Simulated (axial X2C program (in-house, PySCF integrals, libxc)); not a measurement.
# HAsH⁻: bond lengths and stretches, held linear

How do method and spin–orbit coupling move the bonds and stretches of HAsH⁻, held linear?

Computed with an in-house X2C program for linear molecules on PySCF integrals. Level: all-electron X2C, two-component (2c) or spin-free, H dyall-v3z, As dyall-v3z.

All values are calculated.

2 further runs of the same task are left out: 2 set aside as unsound or not needed.

## 1. Set-up

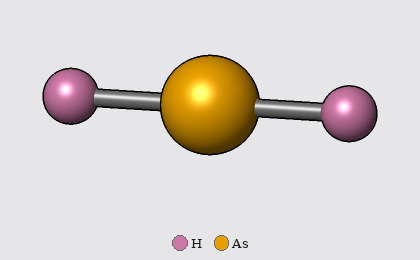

The atoms on one line, bonds 1.530 and 1.530 Å (hydrogen pink, arsenic amber).

task.json reads:

```json
{"zs": [1, 33, 1], "q": -1, "bas": ["dyall-v3z", "dyall-v3z", "dyall-v3z"], "r0": [1.53, 1.53], "symm": 1, "scan": ["PBE0", "HF", "r2SCAN"], "levels": ["PBE0", "HF", "PBE"], "nst": 2}
```

Keys: zs atomic numbers; q charge; bas basis sets; r0 starting distance in Å; symm equal bonds; scan levels of the two-bond scan; levels methods; nst determinants followed.

Launch:

```
$ python solin.py task.json out
```

Masses H 1.008, As 74.922, H 1.008 u.

## 2. Scan at PBE0, 2c

State: Ω = 2 (beyond evenly filled blocks: ω = 1/2, ω = 3/2). Energies above the lowest point, from the job's result record:

| r(H–As) (Å) | r(As–H) (Å) | E (meV) |
| --- | --- | --- |
| 1.6477 | 1.6477 | 18.68 |
| 1.6477 | 1.6900 | 6.41 |
| 1.6477 | 1.7322 | 4.30 |
| 1.6900 | 1.6477 | 6.41 |
| 1.6900 | 1.6900 | 0.00 |
| 1.6900 | 1.7322 | 3.64 |
| 1.6900 | 1.7745 | 14.79 |
| 1.7322 | 1.6477 | 4.30 |
| 1.7322 | 1.6900 | 3.64 |
| 1.7322 | 1.7322 | 12.98 |
| 1.7745 | 1.6900 | 14.79 |
| 1.7745 | 1.7745 | 52.06 |

A quadratic surface with cubic terms in each bond gives the minimum at 1.693 and 1.693 Å, force constants 0.885, 0.885 and coupling 0.51 mdyn/Å.

## 3. Scan at r2SCAN, 2c

State: Ω = 2 (beyond evenly filled blocks: ω = 1/2, ω = 3/2). Energies above the lowest point, from the job's result record:

| r(H–As) (Å) | r(As–H) (Å) | E (meV) |
| --- | --- | --- |
| 1.6477 | 1.6477 | 22.21 |
| 1.6477 | 1.6900 | 8.17 |
| 1.6477 | 1.7322 | 3.94 |
| 1.6900 | 1.6477 | 8.17 |
| 1.6900 | 1.6900 | 0.00 |
| 1.6900 | 1.7322 | 1.54 |
| 1.6900 | 1.7745 | 10.28 |
| 1.7322 | 1.6477 | 3.94 |
| 1.7322 | 1.6900 | 1.54 |
| 1.7322 | 1.7322 | 8.80 |
| 1.7745 | 1.6900 | 10.28 |
| 1.7745 | 1.7745 | 43.17 |

A quadratic surface with cubic terms in each bond gives the minimum at 1.698 and 1.698 Å, force constants 0.825, 0.825 and coupling 0.51 mdyn/Å.

## 4. Scan at PBE0, spin-free

State: M_S = 1, Λ = 1 (beyond evenly filled blocks: σα, π+α, π+β, π-α). Energies above the lowest point, from the job's result record:

| r(H–As) (Å) | r(As–H) (Å) | E (meV) |
| --- | --- | --- |
| 1.6477 | 1.6477 | 17.95 |
| 1.6477 | 1.6900 | 6.03 |
| 1.6477 | 1.7322 | 4.24 |
| 1.6900 | 1.6477 | 6.03 |
| 1.6900 | 1.6900 | 0.00 |
| 1.6900 | 1.7322 | 3.99 |
| 1.6900 | 1.7745 | 15.45 |
| 1.7322 | 1.6477 | 4.24 |
| 1.7322 | 1.6900 | 3.99 |
| 1.7322 | 1.7322 | 13.71 |
| 1.7745 | 1.6900 | 15.45 |
| 1.7745 | 1.7745 | 53.52 |

A quadratic surface with cubic terms in each bond gives the minimum at 1.692 and 1.692 Å, force constants 0.887, 0.887 and coupling 0.51 mdyn/Å.

## 5. Comparison

| level | r(H–As) (Å) | r(As–H) (Å) | lower stretch (cm⁻¹) | upper stretch (cm⁻¹) |
| --- | --- | --- | --- | --- |
| PBE0, 2c | 1.693 | 1.693 | 804.5 | 1532.8 |
| r2SCAN, 2c | 1.698 | 1.698 | 734.5 | 1500.8 |
| PBE0, spin-free | 1.692 | 1.692 | 804.5 | 1535.8 |
| r2SCAN, spin-free | 1.697 | 1.697 | 734.9 | 1503.8 |

Scans not shown above were run alike.

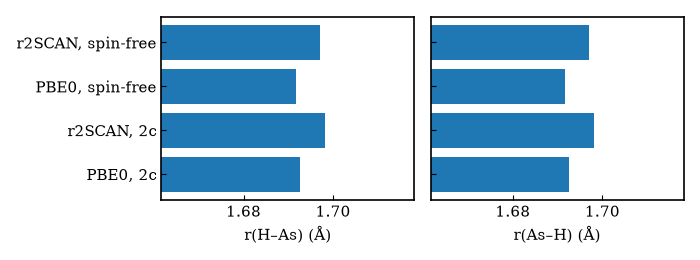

The two bond lengths by level.

**Reading.** Over the levels the H–As bond spans 1.692 to 1.698 Å and the As–H bond 1.692 to 1.698 Å. At PBE0 spin–orbit coupling leaves both bonds unchanged to 0.001 Å. Each state is one determinant, the lowest of a limited PBE0 search; the stretches come from a fit to few points and are good to some per cent at best. The stretches are sorted by size, and where the two bonds are alike the symmetric and antisymmetric modes can swap order between levels. For an anion the highest level of a functional can be positive, and the basis then holds the extra electron. The molecule was held linear; bending was not examined, so a bent shape may lie lower. Open-shell Ω = 0 determinants with evenly filled partner blocks cannot be reached by this program, so the Ω shown need not be the lowest component. Note: functional without a current term on a determinant with orbital currents, of the molecule or an atom. Note: several unpaired electrons, one determinant need not be a pure state.
